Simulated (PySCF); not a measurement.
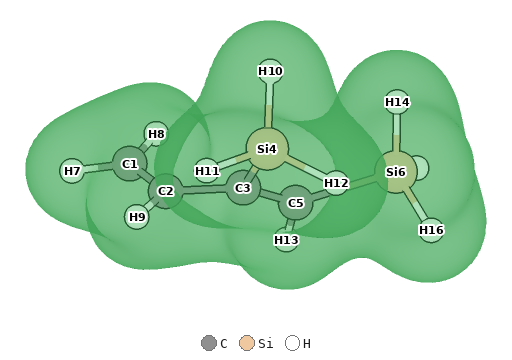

Figure 1: C$_{4}$H$_{10}$Si$_{2}$ (SMILES [CH2+][CH]/C([SiH3])=C/[SiH3]) (charge +1, doublet). Isosurface of the electron density at 0.05 e/Å³ (green), seen from one side.

Geometry: GFN2-xTB.

Method: UKS B3LYP, pcH-1 on C H Si, non-relativistic, mean-field spin-orbit, GIAO in PySCF.

The calculation's input:

```
{"job": {"kind": "epr", "basis": "pcH-1"}, "charge": 1, "multiplicity": 2}
C      2.327146    -1.333709     0.217310
C      1.823510    -0.098956     0.129917
C      0.428840     0.172293    -0.105922
Si    -0.211383     1.485634     1.270201
C     -0.417021    -0.307337    -0.986698
Si    -2.355404    -0.334350    -0.971174
H      3.387840    -1.491037     0.323927
H      1.706806    -2.214017     0.176495
H      2.464256     0.763003     0.259565
H     -0.665817     0.564074     2.310948
H      0.969898     2.267504     1.620200
H     -1.257336     2.238074     0.585303
H     -0.053620    -0.730998    -1.915777
H     -2.741058    -0.332129     0.440197
H     -2.729694    -1.545484    -1.689440
H     -2.684563     0.906379    -1.676462
```

Run with:

```sh
OMP_NUM_THREADS=1 python probes_run.py task.json out
```

Which contacts does the surface bridge?

Answer. At this value the surface is in one piece. It bridges the sampled C–C (1.31 Å), C–Si (1.94 Å), C–H (1.08 Å) and C–C (1.44 Å) contacts, where the density stays above the isovalue. On the grid the lowest density along these lines, outside the cores, is 2.4 e/Å³ (C–C, 1.31 Å), 0.68 e/Å³ (C–Si, 1.94 Å), 2 e/Å³ (C–H, 1.08 Å) and 1.9 e/Å³ (C–C, 1.44 Å).
